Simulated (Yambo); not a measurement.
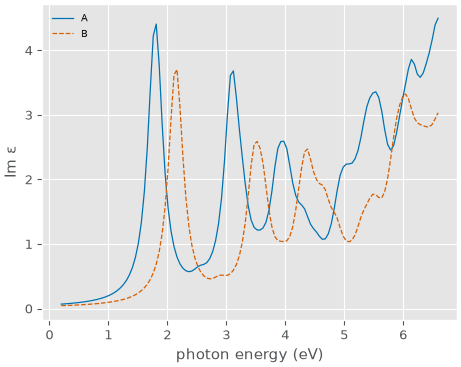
*Two computed absorption spectra of SnO₂ (space group Pnnm, No. 58) (Yambo, PBEsol bands with the same scissor, field along x)*

Axes are Cartesian, with cell vectors (Å) (4.79, 0.00, 0.00), (0.00, 4.87, 0.00), (0.00, 0.00, 3.24).

Problem. Which curve includes the electron-hole attraction (BSE)?

Solution. Curve A: the attraction moves weight to lower energy (centre of the plotted range 4.3 eV against 4.4 eV). Settings: 4×4×6 mesh, 22 valence and 4 conduction bands, static screening with 108 bands and a 3 Ry block, scissor 0.79 eV, Tamm-Dancoff. The scissor comes from a G0W0 run whose convergence isn't established. Broadening 0.15 eV. The band window holds all transitions up to 6.6 eV. On this mesh the peak heights and the fine structure are mesh artefacts; only the shift of weight is robust.

The standard potential for Sn keeps a d shell in the valence without the s and p states of that shell. In tests on such compounds this moved G0W0 gaps by up to about 0.9 eV, so absolute quasiparticle energies here are unreliable; differences between settings are what counts.

Spin-orbit coupling is included.

Geometry of the Materials Project entry, not relaxed at this level; primitive cell a = 4.7880 Å, b = 4.8666 Å, c = 3.2409 Å, α = β = γ = 90.00°.

This is not the ordinary phase of the substance; no match was found in the copy of COD used, and its stability was not checked.
